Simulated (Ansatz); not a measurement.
**Profile along the La–O line in La2O3 (A-La2O3 type, space group P-3m1)**

La2O3 (A-La2O3 type, space group P-3m1)

```cif
data_La2O3
_chemical_formula_sum 'La2 O3'
_space_group_name_H-M_alt 'P-3m1'
_space_group_IT_number 164
_space_group_name_Hall '-P 3 2"'
_cell_length_a 3.94042
_cell_length_b 3.94042
_cell_length_c 6.18831
_cell_angle_alpha 90.000
_cell_angle_beta 90.000
_cell_angle_gamma 120.000
loop_
_atom_site_label
_atom_site_type_symbol
_atom_site_symmetry_multiplicity
_atom_site_Wyckoff_symbol
_atom_site_fract_x
_atom_site_fract_y
_atom_site_fract_z
_atom_site_occupancy
La1 La 2 d 0.33333 0.66667 0.24738 1
O1 O 1 a 0.00000 0.00000 0.00000 1
O2 O 2 d 0.66667 0.33333 0.35471 1
```

Fields along a shortest La–O line of a (1 -1 0 0) plane (2.46 Å), from La to O, interpolated on the slice's grid (step about 0.2 Å). The numbers are results of PBE (plane waves to 420 eV, PAW, scalar-relativistic; Ansatz, a quantum-chemistry and plane-wave program), not measurements. k mesh 10×10×6. These are valence fields of a PAW run, semicore shells included where kept as valence: close to a nucleus they are smooth pseudo fields. La2O3 is run without spin polarisation. La2O3 was relaxed with its symmetry unable to fall. The PAW data are Ansatz's earlier set.

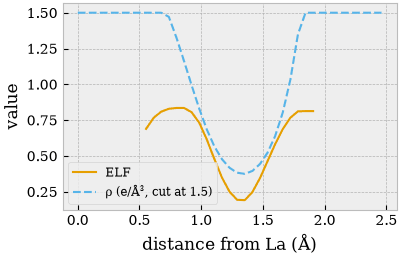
*ELF (away from the nuclei) and valence density from La to O.*

Density on the La–O line (2.46 Å) at its density minimum, 1.4 Å from La: 0.37 e/Å³. ELF at that point: 0.19. ELF maximum in the middle third of the La–O line: 0.83, 0.9 Å from La.
